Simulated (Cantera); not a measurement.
Charge: 1 mol Cu, 0.044 mol CO₂, 29 mol N₂, equilibrated at 8250 Torr.

Equilibrium computed with Cantera from the NASA thermochemical tables; the gas is ideal and each condensed phase is pure. Candidate condensed phases: C, Cu, CuO, Cu₂O; 27 gas species. Equilibrium is a limit: real reactors are often held back by kinetics, nucleation or transport.

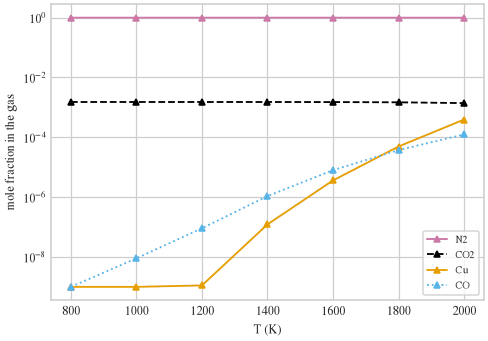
Fig. 1. Equilibrium gas composition (values under 1e-9 drawn at 1e-9)

### Question
Read off the mole fractions at 1800 K.

### Answer
N₂ about 1.00, CO₂ about 0.0015, Cu about 4.9e-5, CO about 3.7e-5.
